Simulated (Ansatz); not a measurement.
# Nb wire along [111], 19 atoms a period: bands along the axis, part 2 of 2

What gap, if any, does the Nb wire along [111], 19 atoms a period have, and how many channels would it open?

Ansatz 0.2.0; DFT PBE, plane waves, PAW; relaxation of a wire's period; PAW set soft_1 (the session's first sound run).

So far: Set-up; Relaxing the period.

## Step 2: Relaxing the period (continued)

Relaxation path:

```csv
step,energy less that of the first step (eV),largest force component (eV/Å),pressure (GPa),volume (Å³)
1,0.0000,1.4026,-4.74,815.86
2,-1.2793,0.7403,0.96,780.00
3,-1.4250,0.1868,-0.20,784.66
4,-1.4451,0.1161,-0.19,782.22
5,-1.4543,0.0459,-0.04,779.91
6,-1.4593,0.0122,-0.03,776.46
7*,-1.4574,0.0123,-0.03,776.46
```

Relaxation steps marked * repeat the geometry before them on a plane-wave basis chosen anew for their cell, so energy and pressure can jump there.

Forces are held to the 4 operations that the run works with; a distortion that breaks them can't arise in this run.

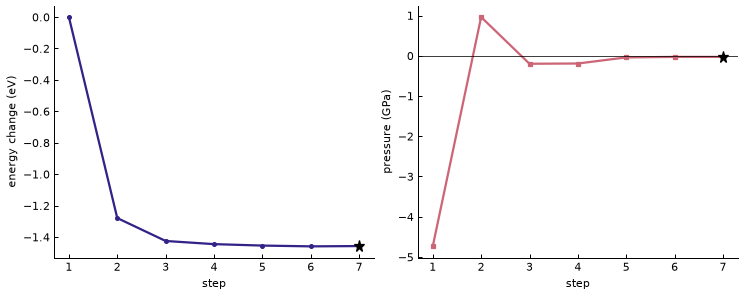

Energy and pressure along the relaxation. Stars mark steps on a basis chosen anew.

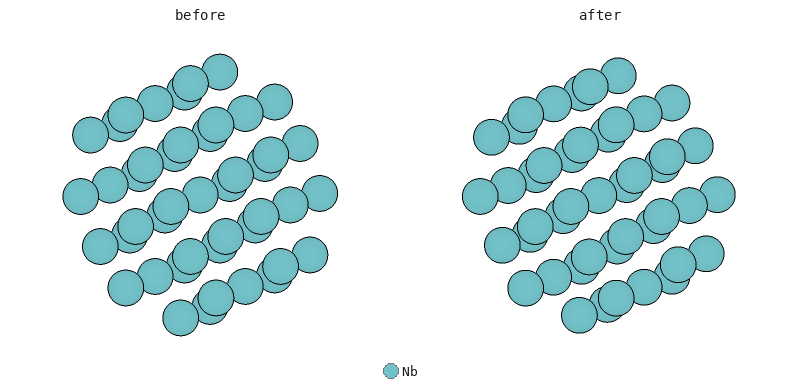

The structure before and after the relaxation, drawn at the same scale.

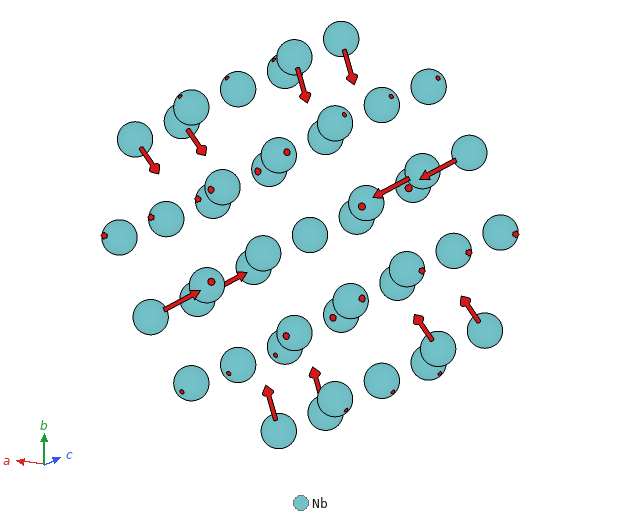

Displacements in the relaxation, exaggerated, measured against the changing cell; the longest in the cell stands for 0.16 Å. 1×1×2 cells are drawn. Some periodic images of atoms are drawn too.

```csv
cell as run,before,after,change
c (Å),2.867,2.728,-4.8 %
```

The atoms that moved most (Å, along periodic axes as changes of fractional coordinates times the final cell, across vacuum about the mean position):

```csv
atom,dx,dy,dz,length
Nb14,0.000,-0.145,0.077,0.165
Nb7,0.000,0.145,-0.077,0.165
Nb10,-0.114,-0.072,-0.076,0.155
Nb16,-0.114,0.072,0.076,0.155
Nb5,0.114,-0.072,-0.076,0.155
Nb11,0.114,0.072,0.076,0.155
Nb6,-0.007,0.000,0.028,0.028
Nb12,-0.007,0.000,-0.028,0.028
```

The relaxed structure:

```cif
data_structure
_symmetry_space_group_name_H-M 'P 1'
_symmetry_Int_Tables_number 1
_cell_length_a 16.1620
_cell_length_b 17.6100
_cell_length_c 2.7281
_cell_angle_alpha 90.000
_cell_angle_beta 90.000
_cell_angle_gamma 90.000
_cell_volume 776.46
loop_
_atom_site_label
_atom_site_type_symbol
_atom_site_fract_x
_atom_site_fract_y
_atom_site_fract_z
_atom_site_occupancy
Nb1 Nb 0.20880 0.50001 0.00000 1
Nb2 Nb 0.35457 0.73072 0.99947 1
Nb3 Nb 0.50000 0.50001 0.00000 1
Nb4 Nb 0.64543 0.73072 0.99947 1
Nb5 Nb 0.21744 0.64941 0.30539 1
Nb6 Nb 0.35477 0.42326 0.34343 1
Nb7 Nb 0.50000 0.20133 0.30507 1
Nb8 Nb 0.50000 0.65347 0.34296 1
Nb9 Nb 0.64523 0.42326 0.34343 1
Nb10 Nb 0.78256 0.64941 0.30539 1
Nb11 Nb 0.21744 0.35061 0.69461 1
Nb12 Nb 0.35477 0.57676 0.65657 1
Nb13 Nb 0.50000 0.34655 0.65704 1
Nb14 Nb 0.50000 0.79870 0.69493 1
Nb15 Nb 0.64523 0.57676 0.65657 1
Nb16 Nb 0.78256 0.35061 0.69461 1
Nb17 Nb 0.35457 0.26930 0.00053 1
Nb18 Nb 0.64543 0.26930 0.00053 1
Nb19 Nb 0.79120 0.50001 0.00000 1
```

Numbers from this step:

```
energy at zero smearing    : -86479.0451 eV
cell length along the wire : 2.728 Å
```

The cell's length comes to 2.728 Å with spin left out.

## Step 3: The perfect wire

This step: DFT PBE, plane waves, PAW; bands of a perfect wire; PAW set soft_1 (Ansatz 0.2.0).

At the relaxed period the bands are computed along the axis; those that cross an energy going forward count the channels that a perfect wire would open there.

Input file input.yaml:

```yaml
crystal:
  lattice:
    - [16.162, 0.0, 0.0]
    - [0.0, 17.61, 0.0]
    - [0.0, 0.0, 2.7281414601]
  atoms:
    - { symbol: Nb, position: [0.208802432, 0.500011775, 0.0] }
    - { symbol: Nb, position: [0.354569057, 0.73071891, 0.999471631] }
    - { symbol: Nb, position: [0.5, 0.500011775, 0.0] }
    - { symbol: Nb, position: [0.645430943, 0.73071891, 0.999471631] }
    - { symbol: Nb, position: [0.217437672, 0.649414527, 0.305388967] }
    - { symbol: Nb, position: [0.354768151, 0.423262585, 0.343429898] }
    - { symbol: Nb, position: [0.5, 0.201328398, 0.305074445] }
    - { symbol: Nb, position: [0.5, 0.653469474, 0.342964852] }
    - { symbol: Nb, position: [0.645231849, 0.423262585, 0.343429898] }
    - { symbol: Nb, position: [0.782562328, 0.649414527, 0.305388967] }
    - { symbol: Nb, position: [0.217437672, 0.350609024, 0.694611033] }
    - { symbol: Nb, position: [0.354768151, 0.576760965, 0.656570102] }
    - { symbol: Nb, position: [0.5, 0.346554077, 0.657035148] }
    - { symbol: Nb, position: [0.5, 0.798695153, 0.694925555] }
    - { symbol: Nb, position: [0.645231849, 0.576760965, 0.656570102] }
    - { symbol: Nb, position: [0.782562328, 0.350609024, 0.694611033] }
    - { symbol: Nb, position: [0.354569057, 0.26930464, 0.000528369] }
    - { symbol: Nb, position: [0.645430943, 0.26930464, 0.000528369] }
    - { symbol: Nb, position: [0.791197568, 0.500011775, 0.0] }
kpoints:
  mp_grid: { grid: [1, 1, 30] }
  band_path: { path: ["Γ", Z], npoints: 90 }
scf:
  occupations: { method: fermi_dirac, width: 0.05 }
hamiltonian:
  xc: pbe
  pseudopotentials: { kind: paw, azcp: { folder: soft_1 } }
output:
  dos: { e_range: [-5, 4] }
  write_potential: true
  write_density: true
  volumetric_format: npy
```

The run is started by

```
$ ansatz run input.yaml --threads 4 --pin off --max-ram 16384MiB --backend cpu --events-out ev --progress --plain --runs-dir out
```

Numbers of over 12 decimals in the logs are rounded to 6 here.

The log of the run:

```text
[...]
Crystal: 19 atoms, lattice volume = 776.464 Å³
Basis set: ecut = 420 eV, 15241 PW (Γ)
Bands: 149, of which v1, the nominal top of the filled ones, is band 124 counted from 1 (123 counted from 0)
Symmetry: 4 space group operations
[...]
k-points: 16 of 30
[...]
SCF iter   1: F=—  HF=-86501.186613 eV  |F-HF|=—  |Δ(HF+E_count)|=         —  Δρ=6.01e-2  dr2=2.52e2  ethr=3.10e-3  ⟨swp⟩=9.4  Hψ=11367  notcnv=0  defer=16
[...]
SCF iter  12: F=-86479.153015 eV  HF=-86479.153015 eV  |F-HF|=4.77e-8  |Δ(HF+E_count)|=   4.53e-9  Δρ=1.58e-6  dr2=6.65e-8  ethr=4.05e-11  ⟨swp⟩=18.6  Hψ=9231  notcnv=0
SCF 1 converged in 12 iterations: F = -86479.153015 eV  dr2 = 6.65e-8
[...]
NSCF: frozen V_eff on 91 k-points
WARN: The output density's exchange-correlation potential varies sharply where the density is thin. Do not read a vacuum level from v_tot or v_xc, or from such a field of the output density. On a cell that repeats whose density bears no net charge and no dipole along the vacuum's axis use v_es (v_loc + v_h of the components); under efield.dipole_correction with no amplitude use v_es + v_field, which holds any externa [...]
SCF converged after 12 iterations
Free energy (F): -86479.153015 eV
[...]
Internal energy: -86478.936070 eV  (E = F + TS)
E sigma→0 (E₀):  -86479.044543 eV
Entropy (-TS):   -0.216945 eV (-11.418 meV/atom)
Fermi energy:    5.834609 eV
[...]
--- Band table (eV; the first three rows and the last of 16) ---
  k-point 0: bands = [... 120 lower, 5.3689, 5.5174, 5.6617, 5.7437, 5.7528, 5.7857, 5.8880, 6.0490, ... 21 higher]
  k-point 1: bands = [... 120 lower, 5.3992, 5.5215, 5.6466, 5.6931, 5.7155, 5.8089, 5.8944, 6.0257, ... 21 higher]
  k-point 2: bands = [... 120 lower, 5.4559, 5.5677, 5.6032, 5.6033, 5.6283, 5.8127, 5.8846, 5.9648, ... 21 higher]
  k-point 15: bands = [... 120 lower, 6.2558, 6.3039, 6.5004, 6.5067, 6.5078, 6.5097, 6.8710, 6.8754, ... 21 higher]
```

Elapsed: 4.1 min, on 4 threads of Intel Xeon Platinum 8259CL at 2.50GHz (Skylake/Cascade Lake), shared host; peak memory 5.6 GiB.

The column dr2 measures how far the density is from self-consistency, as an energy; F and HF (Harris–Foulkes) agree once it is small.

This step gave:

* energy at zero smearing: -86479.0445 eV
* band gap: 0 eV

Electronic bands along the path, in eV, zero at the Fermi level; # counts the bands kept:

```csv
point,#44,#45,#46,#47,#48,#49,#50,#51
Γ,-0.61,-0.47,-0.32,-0.17,-0.09,-0.08,-0.05,0.05
Z,0.41,0.42,0.47,0.67,0.67,0.67,0.68,1.04
```

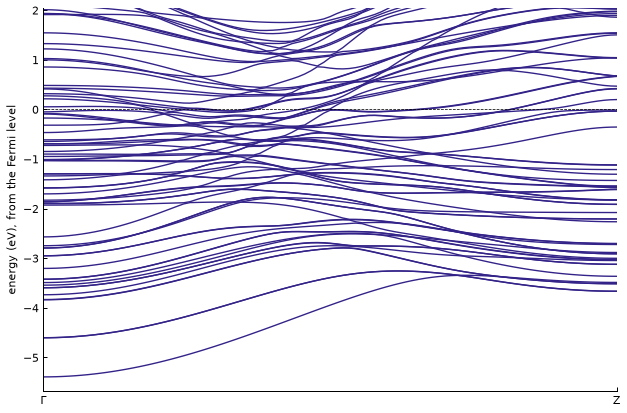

Electronic bands along the path.

Between Γ and Z the bands cross the Fermi level 16 times, so a perfect wire would conduct at least 16 G₀, with spin left out.

## Step 4: Results

```yaml
cell_length_pbe: 2.728 Å
ballistic_conductance_by_band_crossings_a_lower_bound_pbe: 16 G₀
```

Under PBE the cell's length is 2.73 Å, and the bands cross the Fermi level 16 times between Γ and Z, which gives a perfect wire at least 16 G₀ (opposite crossings within one step of the path cancel in such a count). No spin was allowed, though thin wires with open d shells can turn magnetic.

[Logs are printed without paths, hosts, clocks, repeated set-up lines and the standing remarks that a program may print on its own settings, such as how far it seeks lower states.]

[Hosts, paths, dates, database ids (printed as entryN), source tags and the programs' standing remarks are cut or masked in the printed files.]
